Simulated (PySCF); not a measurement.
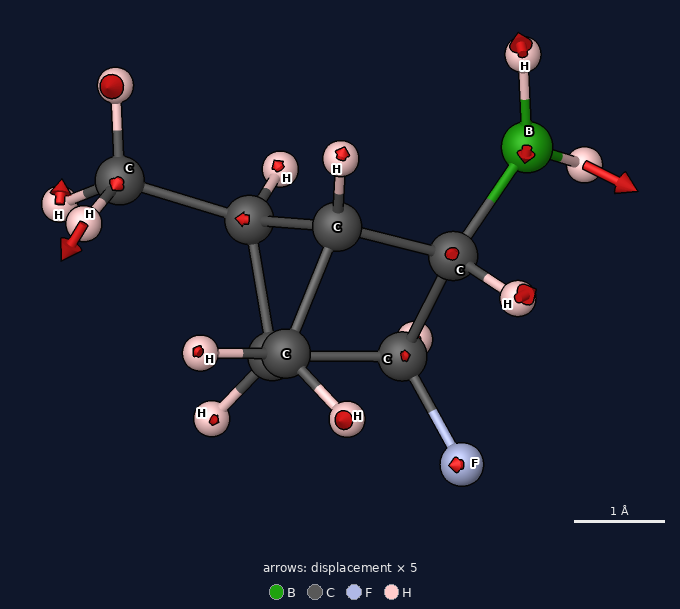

This is a relaxation of C7H12BF. The starting structure is drawn; red arrows show the displacements, 5 times their true length. The two geometries are superimposed by the best rigid fit.

Style: ball-and-stick. Shown at a tilt.

The start comes from GFN2-xTB. Its atoms were then displaced at random by about 0.01 Å.

Computed with PBE0-D3(BJ)/def2-SVP geometry optimisation, gas phase (PySCF). 

Q: Which element moves most?

A: Hydrogen: up to 0.14 Å, against 0.05 Å for boron.

Q: What did the optimiser do to the structure, and how much energy did it gain?

A: The energy falls by 0.193 eV in 6 geometry steps. The largest move after the best rigid fit is that of an H atom, 0.14 Å. Largest moves by element: H 0.14 Å, B 0.05 Å, C 0.04 Å, F 0.04 Å. Among the contacts that change: B–H 1.140 → 1.211 Å, B–C 1.593 → 1.554 Å, B–H 1.181 → 1.211 Å, C–H 1.074 → 1.101 Å. Among the angles between lasting bonds that change: B–C–H 103.4° → 100.5°, H–B–H 121.5° → 118.7°, F–C–C 114.1° → 111.7°.
